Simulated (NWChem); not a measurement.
# One shape, several levels: GaNH3SCl (SMILES [NH2][Ga]([SH])[Cl])

We compute a comparison of 3 runs (HF/STO-3G, HF/3-21G, B3LYP/6-31G*) of GaNH3SCl. 

The results are computed with NWChem 7.3.0.

### 1 The system as given

GaNH3SCl has 7 atoms, charge 0, and is taken as a singlet. SMILES: `[NH2][Ga]([SH])[Cl]`. The shape is that of a PBE0-D4/def2-TZVP optimisation. This is one conformer, not always the lowest.

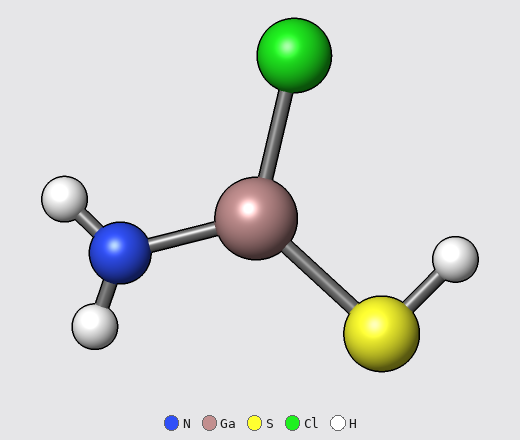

Viewed from a chosen angle; nitrogen blue, gallium pink, sulfur yellow, chlorine green, hydrogen white.

### 2 Energy and gradient at HF/STO-3G (run 1)

test.nw

```
start test
title "ClGaH3NS gradient"
memory stack 880 mb heap 220 mb global 1100 mb
geometry units angstroms noautosym nocenter noautoz
  N     -0.767400     1.322200    -0.038900
  Ga     0.020500    -0.293100    -0.113700
  S      1.900400    -0.761900     0.899400
  Cl    -0.922700    -1.797500    -1.310400
  H     -1.676500     1.489400    -0.434100
  H     -0.465200     2.059000     0.574100
  H      1.911000    -2.018100     0.423700
end
basis spherical bse
  * library STO-3G
end
scf
  thresh 1e-08
  maxiter 80
end
task scf gradient
```

The run is started by

```console
$ nwchem test.nw > test.out
```

Log:

```text
[...]
  functions       =    44
[...]
  wavefunction    = RHF
[...]
         Total SCF energy =  -2804.259886007437
      One-electron energy =  -4789.263305507022
      Two-electron energy =   1550.675603695718
 Nuclear repulsion energy =    434.327815803866
        Time for solution =      3.9s
[...]
                         RHF ENERGY GRADIENTS
    atom               coordinates                        gradient
                 x          y          z           x          y          z
   1 N      -1.450176   2.498596  -0.073510   -0.053777   0.115189   0.009104
   2 Ga      0.038739  -0.553879  -0.214862    0.030153  -0.078620  -0.007782
   3 S       3.591235  -1.439782   1.699620    0.028632   0.007540   0.021102
   4 Cl     -1.743650  -3.396782  -2.476297   -0.010731  -0.016505  -0.013272
   5 H      -3.168126   2.814558  -0.820330    0.010397  -0.008371   0.002458
   6 H      -0.879101   3.890946   1.084892    0.000299  -0.011294  -0.005527
   7 H       3.611266  -3.813656   0.800677   -0.004973  -0.007938  -0.006083
[...]
```

Run time: 6.9 s. Hardware: 1 thread of Intel Xeon 6975P-C (Granite Rapids), shared host; peak memory 0.096 GiB.

### 3 Energy and forces at HF/3-21G (run 2)

nw.nw

```
start nw
title "ClGaH3NS hf"
memory total 2200 mb

geometry units angstrom noautosym nocenter noautoz
  N       -0.767400       1.322200      -0.038900
  Ga       0.020500      -0.293100      -0.113700
  S        1.900400      -0.761900       0.899400
  Cl      -0.922700      -1.797500      -1.310400
  H       -1.676500       1.489400      -0.434100
  H       -0.465200       2.059000       0.574100
  H        1.911000      -2.018100       0.423700
end

basis spherical bse
  * library 3-21G
end

scf
  thresh 1e-08
  maxiter 80
  print medium
end

task scf gradient
```

The run is started by

```console
$ nwchem nw.nw > nw.out
```

Log:

```text
[...]
  functions       =    63
[...]
  wavefunction    = RHF
[...]
         Total SCF energy =  -2822.734267777335
      One-electron energy =  -4796.052934776671
      Two-electron energy =   1538.990851195469
 Nuclear repulsion energy =    434.327815803866
        Time for solution =      4.1s
[...]
                         RHF ENERGY GRADIENTS
    atom               coordinates                        gradient
                 x          y          z           x          y          z
   1 N      -1.450176   2.498596  -0.073510   -0.003666   0.019875  -0.005687
   2 Ga      0.038739  -0.553879  -0.214862    0.018989  -0.050915  -0.003940
   3 S       3.591235  -1.439782   1.699620   -0.016689   0.005222  -0.008861
   4 Cl     -1.743650  -3.396782  -2.476297    0.012627   0.021296   0.016166
   5 H      -3.168126   2.814558  -0.820330   -0.004169  -0.002813   0.000121
   6 H      -0.879101   3.890946   1.084892    0.000990   0.000406   0.004692
   7 H       3.611266  -3.813656   0.800677   -0.008083   0.006929  -0.002491
[...]
```

It took 7.2 s on 1 thread of Intel Xeon 6975P-C (Granite Rapids), shared host; peak memory 0.097 GiB.

### 4 Energy and gradient at B3LYP/6-31G(d) (Cartesian functions) (run 3)

clgah3ns.nw

```
start clgah3ns
title "ClGaH3NS gradient"
memory total 2200 mb
charge 0

geometry noautosym nocenter noautoz
 N     -0.767400     1.322200    -0.038900
 Ga     0.020500    -0.293100    -0.113700
 S      1.900400    -0.761900     0.899400
 Cl    -0.922700    -1.797500    -1.310400
 H     -1.676500     1.489400    -0.434100
 H     -0.465200     2.059000     0.574100
 H      1.911000    -2.018100     0.423700
end

basis cartesian
 * library 6-31G*
end

dft
 xc b3lyp
 grid fine
 convergence energy 1e-08
 maxiter 100
 mulliken
 print low
end

task dft gradient
```

The run is started by

```console
$ nwchem clgah3ns.nw > clgah3ns.out
```

Log:

```text
[...]
 d= 0,ls=0.0,diis     1  -2839.6041877292 -3.27D+03  1.61D-02  1.26D+00     3.7
[...]
 d= 0,ls=0.0,diis    11  -2839.6816713102 -6.30D-10  2.00D-07  5.35D-10    26.2
         Total DFT energy =    -2839.681671310164
      One electron energy =    -4811.184117162865
           Coulomb energy =     1674.316089951752
    Exchange-Corr. energy =     -137.141459902918
 Nuclear repulsion energy =      434.327815803866
[...]
      Total Density - Mulliken Population Analysis
     ---------------------------------------------
    Atom       Charge   Shell Charges
 -----------   ------   -------------------------------------------------------
    1 N    7     7.84   1.99  0.77  2.53  0.81  1.72  0.03
    2 Ga  31    30.66   2.00  1.99  6.00  1.95  5.99  1.17  1.43 -0.02  0.07  6.87  2.95  0.27
    3 S   16    16.14   2.00  1.99  5.97  1.41  3.07  0.47  1.22  0.01
    4 Cl  17    17.17   2.00  1.99  5.97  1.46  3.62  0.52  1.64 -0.03
    5 H    1     0.65   0.50  0.15
    6 H    1     0.66   0.50  0.15
    7 H    1     0.88   0.50  0.38
[...]
                         DFT ENERGY GRADIENTS
    atom               coordinates                        gradient
                 x          y          z           x          y          z
   1 N      -1.450176   2.498596  -0.073510   -0.000245  -0.001224   0.001314
   2 Ga      0.038739  -0.553879  -0.214862   -0.000022  -0.003255  -0.001810
   3 S       3.591235  -1.439782   1.699620   -0.005868  -0.001454  -0.004214
   4 Cl     -1.743650  -3.396782  -2.476297    0.004047   0.006473   0.005192
   5 H      -3.168126   2.814558  -0.820330    0.004828  -0.000572   0.002137
   6 H      -0.879101   3.890946   1.084892   -0.001888  -0.003682  -0.003502
   7 H       3.611266  -3.813656   0.800677   -0.000852   0.003712   0.000883
 Task  times  cpu:       41.3s     wall:       41.3s
 Total times  cpu:       41.3s     wall:       41.3s
```

It took 42 s on 1 thread of Intel Xeon 6975P-C (Granite Rapids), shared host; peak memory 0.12 GiB.

### 5 The series

| run | level | Cartesian functions | iteration cap | energy (Eh) | dipole moment (D) | HOMO energy (eV) | LUMO energy (eV) | wall time |
| --- | --- | --- | --- | --- | --- | --- | --- | --- |
| 1 | HF/STO-3G | no | 80 | -2804.259886 | 2.41 | -7.62 | 5.74 | 6.9 s |
| 2 | HF/3-21G | no | 80 | -2822.734268 | 2.36 | -10.76 | 2.26 | 7.2 s |
| 3 | B3LYP/6-31G* (Cartesian functions) | yes | 100 | -2839.681671 | – | – | – | 42 s |

### 6 Summary of results

```
                       quantity           value
            run 3: total energy  -2839.68167 Eh
run 3: largest force on an atom      0.475 eV/Å
```

In words: In run 1 the basis is minimal, so the values are rough. All runs together took 56 s, the longest 42 s.
